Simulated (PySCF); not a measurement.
# C2H8O2Si: NMR shifts at several levels of theory, part 2 of 2

PySCF 2.14.0. Atoms count from 0.

## 5. NMR shieldings: PBE0/aug-cc-pVDZ

What the job is given:

```
{"job": {"kind": "nmr", "xc": "PBE0", "basis": "aug-cc-pVDZ", "pop": true}, "charge": 0, "multiplicity": 1}
C     -1.487281     0.593282     0.111768
Si     0.098918    -0.374964    -0.121743
C      1.595900     0.715429     0.027484
O      0.133231    -1.625820     0.989044
O      0.183530    -1.063928    -1.634934
H     -1.531067     1.075256     1.102014
H     -2.376180    -0.049598     0.006604
H     -1.564307     1.388498    -0.646552
H      1.622604     1.455112    -0.787605
H      2.514490     0.111885    -0.030753
H      1.602383     1.258750     0.985089
H     -0.517181    -1.584280     1.694011
H     -0.283811    -1.898643    -1.729887
```

Level: GIAO PBE0/aug-cc-pVDZ NMR shielding, non-relativistic, gas phase.

Output:

```text
coarse grid: 10928 points
cycle   1  E = -520.5404759103  dE =  4.075e-01  |g| = 9.708e-01  |ddm| = 7.821e+00
cycle   2  E = -520.3116305810  dE =  2.288e-01  |g| = 1.454e+00  |ddm| = 3.241e+00
cycle   3  E = -520.7232370020  dE = -4.116e-01  |g| = 1.315e-01  |ddm| = 1.940e+00
cycle   4  E = -520.7269805361  dE = -3.744e-03  |g| = 3.709e-02  |ddm| = 2.922e-01
cycle   5  E = -520.7273361148  dE = -3.556e-04  |g| = 4.282e-03  |ddm| = 7.388e-02
cycle   6  E = -520.7273393378  dE = -3.223e-06  |g| = 2.121e-03  |ddm| = 1.165e-02
final grid: 99736 points
cycle   7  E = -520.7327617908  dE = -1.811e-05  |g| = 9.240e-03  |ddm| = 9.655e-02
cycle   8  E = -520.7327426188  dE =  1.917e-05  |g| = 1.342e-02  |ddm| = 3.467e-02
cycle   9  E = -520.7327806214  dE = -3.800e-05  |g| = 1.189e-03  |ddm| = 1.956e-02
cycle  10  E = -520.7327809221  dE = -3.007e-07  |g| = 8.994e-05  |ddm| = 1.882e-03
cycle  11  E = -520.7327809232  dE = -1.079e-09  |g| = 7.784e-05  |ddm| = 3.056e-04
cycle  12  E = -520.7327809244  dE = -1.165e-09  |g| = 1.488e-05  |ddm| = 1.200e-04
cycle  13  E = -520.7327809244  dE = -4.297e-11  |g| = 2.528e-06  |ddm| = 2.956e-05
converged SCF energy = -520.7327809244

GIAO shielding tensors (ppm)
atom      isotropic    diamagn.    paramagn.     s11        s22        s33       span
  0 C      193.946     183.034      10.912    187.484    191.361    202.993     15.509
  1 Si     400.069     861.728    -461.658    380.643    398.603    420.962     40.319
  2 C      196.421     182.742      13.679    190.490    195.543    203.229     12.739
  3 O      281.444     391.601    -110.157    245.186    289.204    309.943     64.757
  4 O      285.185     391.926    -106.741    249.378    298.733    307.446     58.069
  5 H       31.335      24.164       7.171     27.823     28.911     37.272      9.449
  6 H       31.290      26.675       4.615     27.716     28.731     37.424      9.709
  7 H       31.097      23.821       7.277     27.350     28.782     37.160      9.811
  8 H       31.136      22.855       8.281     27.367     28.739     37.301      9.934
  9 H       31.013      25.615       5.397     27.182     28.382     37.474     10.292
 10 H       31.417      23.896       7.521     27.634     29.052     37.564      9.930
 11 H       30.684      35.161      -4.476     23.091     26.598     42.364     19.273
 12 H       30.860      35.308      -4.448     23.231     26.050     43.299     20.069
```

Wall time 16 s (1 thread, shared host).

In short: δ C0 -0.1, Si1 16.6, O3 52.6, H11 0.62, H5 0.18 ppm (means over like atoms).

## 6. Nuclear shieldings: PBE0/IGLO-III

Same as in step 5 but for these lines:

```diff
@@ -1,2 +1,2 @@
-{"job": {"kind": "nmr", "xc": "PBE0", "basis": "aug-cc-pVDZ", "pop": true}, "charge": 0, "multiplicity": 1}
+{"job": {"kind": "nmr", "xc": "PBE0", "basis": "IGLO-III", "pop": true}, "charge": 0, "multiplicity": 1}
 C     -1.487281     0.593282     0.111768
```

With the program's defaults for keys left out, this is: GIAO PBE0/IGLO-III NMR shielding, non-relativistic, gas phase.

Output:

```text
coarse grid: 10928 points
cycle   1  E = -520.6295816782  dE =  3.514e-01  |g| = 1.046e+00  |ddm| = 2.327e+00
cycle   2  E = -520.3894493509  dE =  2.401e-01  |g| = 1.558e+00  |ddm| = 1.325e+00
cycle   3  E = -520.8242516647  dE = -4.348e-01  |g| = 1.388e-01  |ddm| = 9.272e-01
cycle   4  E = -520.8279345808  dE = -3.683e-03  |g| = 4.682e-02  |ddm| = 9.584e-02
cycle   5  E = -520.8284489955  dE = -5.144e-04  |g| = 4.707e-03  |ddm| = 2.595e-02
cycle   6  E = -520.8284515107  dE = -2.515e-06  |g| = 2.202e-03  |ddm| = 3.260e-03
final grid: 99736 points
cycle   7  E = -520.8315366898  dE = -9.176e-05  |g| = 9.378e-03  |ddm| = 3.693e-02
cycle   8  E = -520.8315201124  dE =  1.658e-05  |g| = 1.313e-02  |ddm| = 1.027e-02
cycle   9  E = -520.8315533135  dE = -3.320e-05  |g| = 1.315e-03  |ddm| = 5.999e-03
cycle  10  E = -520.8315535900  dE = -2.765e-07  |g| = 3.542e-04  |ddm| = 7.042e-04
cycle  11  E = -520.8315536177  dE = -2.769e-08  |g| = 7.800e-05  |ddm| = 2.198e-04
cycle  12  E = -520.8315536186  dE = -8.931e-10  |g| = 3.148e-05  |ddm| = 4.564e-05
converged SCF energy = -520.8315536186

GIAO shielding tensors (ppm)
atom      isotropic    diamagn.    paramagn.     s11        s22        s33       span
  0 C      182.894     251.247     -68.353    176.239    179.622    192.820     16.580
  1 Si     340.767     891.872    -551.106    319.103    332.373    370.824     51.721
  2 C      184.717     249.624     -64.907    178.111    183.448    192.591     14.480
  3 O      265.014     386.320    -121.306    226.061    267.941    301.041     74.980
  4 O      268.588     385.102    -116.514    230.492    277.902    297.370     66.878
  5 H       31.383      30.602       0.781     27.899     29.033     37.216      9.318
  6 H       31.350      29.883       1.467     27.784     28.838     37.427      9.643
  7 H       31.149      29.711       1.437     27.463     28.888     37.095      9.632
  8 H       31.201      29.202       1.999     27.516     28.869     37.219      9.703
  9 H       31.071      28.265       2.806     27.262     28.502     37.450     10.188
 10 H       31.479      29.535       1.944     27.747     29.193     37.498      9.751
 11 H       30.365      32.990      -2.624     22.958     26.196     41.942     18.983
 12 H       30.556      31.717      -1.161     23.183     25.711     42.774     19.591
```

Wall time 24 s (1 thread, shared host).

Key values: δ C0 0.0, Si1 4.6, O3 60.4, H11 0.91, H5 0.10 ppm (means over like atoms).

## 7. Nuclear shieldings: PBE0/pcSseg-0

Same as in step 6 but for these lines:

```diff
@@ -1,2 +1,2 @@
-{"job": {"kind": "nmr", "xc": "PBE0", "basis": "IGLO-III", "pop": true}, "charge": 0, "multiplicity": 1}
+{"job": {"kind": "nmr", "xc": "PBE0", "basis": "pcSseg-0", "pop": true}, "charge": 0, "multiplicity": 1}
 C     -1.487281     0.593282     0.111768
```

Level: GIAO PBE0/pcSseg-0 NMR shielding, non-relativistic, gas phase.

Output:

```text
coarse grid: 10928 points
cycle   1  E = -519.6681313585  dE =  3.483e-01  |g| = 9.194e-01  |ddm| = 3.454e+00
cycle   2  E = -519.5558925034  dE =  1.122e-01  |g| = 1.220e+00  |ddm| = 2.943e+00
cycle   3  E = -519.8254882441  dE = -2.696e-01  |g| = 8.992e-02  |ddm| = 1.893e+00
cycle   4  E = -519.8271546126  dE = -1.666e-03  |g| = 3.184e-02  |ddm| = 1.336e-01
cycle   5  E = -519.8274036781  dE = -2.491e-04  |g| = 1.154e-03  |ddm| = 3.096e-02
cycle   6  E = -519.8274040715  dE = -3.934e-07  |g| = 5.120e-04  |ddm| = 2.939e-03
final grid: 99736 points
cycle   7  E = -519.8121943994  dE = -2.181e-05  |g| = 4.130e-03  |ddm| = 1.707e-02
cycle   8  E = -519.8121930395  dE =  1.360e-06  |g| = 4.839e-03  |ddm| = 9.239e-03
cycle   9  E = -519.8121986937  dE = -5.654e-06  |g| = 4.358e-04  |ddm| = 5.134e-03
cycle  10  E = -519.8121987245  dE = -3.074e-08  |g| = 1.062e-04  |ddm| = 6.013e-04
cycle  11  E = -519.8121987266  dE = -2.178e-09  |g| = 2.060e-05  |ddm| = 1.639e-04
cycle  12  E = -519.8121987268  dE = -1.157e-10  |g| = 5.355e-06  |ddm| = 3.428e-05
converged SCF energy = -519.8121987268

GIAO shielding tensors (ppm)
atom      isotropic    diamagn.    paramagn.     s11        s22        s33       span
  0 C      192.575     264.560     -71.985    185.264    190.037    202.425     17.161
  1 Si     328.688     874.147    -545.459    306.140    325.809    354.115     47.975
  2 C      193.075     263.374     -70.299    186.621    191.064    201.541     14.920
  3 O      301.548     397.329     -95.781    263.369    310.198    331.078     67.709
  4 O      302.522     395.414     -92.892    266.991    295.530    345.045     78.054
  5 H       32.912      32.649       0.263     28.968     30.533     39.234     10.266
  6 H       33.014      32.262       0.751     29.115     30.250     39.676     10.561
  7 H       32.498      32.184       0.314     28.442     29.904     39.148     10.707
  8 H       32.397      31.796       0.601     28.173     30.025     38.992     10.818
  9 H       32.275      31.259       1.016     27.932     29.533     39.361     11.429
 10 H       32.921      32.179       0.741     28.760     30.660     39.343     10.582
 11 H       32.184      31.125       1.058     24.790     28.014     43.747     18.957
 12 H       32.204      29.874       2.329     24.704     27.101     44.806     20.101
```

Wall time 3.8 s (1 thread, shared host).

This run: δ C0 0.7, Si1 19.8, O3 35.8, H11 0.64, H5 0.16 ppm (means over like atoms).

## 8. Run by run: NMR shifts

Shifts (ppm), means over like atoms, with basis size and wall time:

| run | C0 | H11 | H5 | Si1 | O3 | functions | time |
| --- | --- | --- | --- | --- | --- | --- | --- |
| PBE0/cc-pVDZ | 0.5 | 0.57 | -0.06 | 2.1 | 52.4 | 114 | 7.9 s |
| PBE0/cc-pVTZ | 0.0 | 1.03 | 0.08 | 10.7 | 60.0 | 266 | 25 s |
| PBE0/aug-cc-pVDZ | -0.1 | 0.62 | 0.18 | 16.6 | 52.6 | 191 | 16 s |
| PBE0/IGLO-III | 0.0 | 0.91 | 0.10 | 4.6 | 60.4 | 264 | 24 s |
| PBE0/pcSseg-0 | 0.7 | 0.64 | 0.16 | 19.8 | 35.8 | 65 | 3.8 s |
| measured | – | – | – | -4.0 | – | – | – |

Measured: solution, alcohol/water; C. Corminboeuf, T. Heine, J. Weber, Chem. Phys. Lett. 357 (2002) 1.

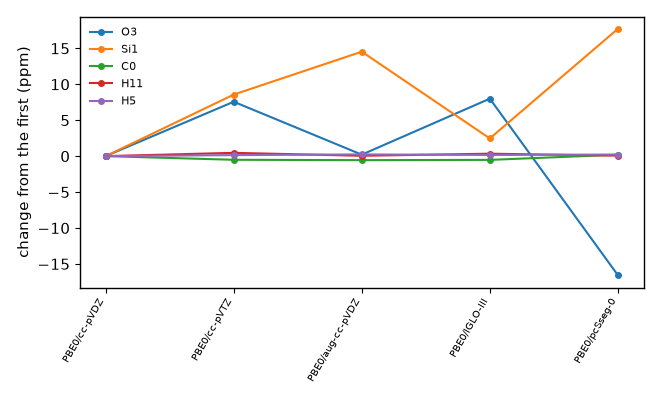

How the tabulated atoms move from run to run.

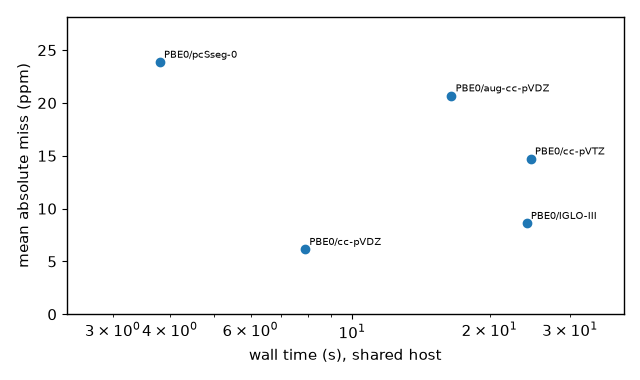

Cost against miss for the one measured 29Si shift.

## 9. Outcome

The summary covers parts 1 to 2.

| quantity | value |
| --- | --- |
| point group | C1 |
| rotational constants (main isotopes) | 3.64, 3.45, 3.26 GHz |
| 13C shifts against TMS (PBE0/cc-pVDZ, means over atoms taken as alike) | 0.5 ppm |
| 1H shifts against TMS (PBE0/cc-pVDZ, means over atoms taken as alike) | 0.57, -0.06 ppm |
| 29Si shifts against TMS (PBE0/cc-pVDZ) | 2.1 ppm |
| 17O shifts against H2O (PBE0/cc-pVDZ, means over atoms taken as alike) | 52.4 ppm |
| measured, and computed on the same scale | Si1 δ -4.0, 2.1 ppm |
| range of the shift of O3 | 35.8 to 60.4 ppm |

What this shows: Single values in the summary come from the first run of each kind that ended normally (PBE0/cc-pVDZ), which need not be the best level. Over 16 steps the energy fell by 0.145 eV; of the close pairs, Si1–C2 changed most, 1.901 to 1.858 Å. At PBE0/cc-pVDZ: The largest span, 56 ppm, is at O3, O4, where the paramagnetic term is -93 ppm. The one measured 29Si shift is missed by +6.2 ppm (computed less measured, unscaled). Vibration, temperature and solvent are missing from the calculation, and it holds one conformer, so part of the miss against the measured shifts is not the functional's. Across the 5 runs the shift of O3 (with its like atoms) moves most, between 35.8 (PBE0/pcSseg-0) and 60.4 ppm (PBE0/IGLO-III). For the one measured 29Si shift, PBE0/cc-pVDZ misses least (6.2 ppm, 7.9 s) and PBE0/pcSseg-0 most (23.9 ppm, 3.8 s). One molecule ranks no method: errors cancel, and vibration and temperature are missing from all runs.
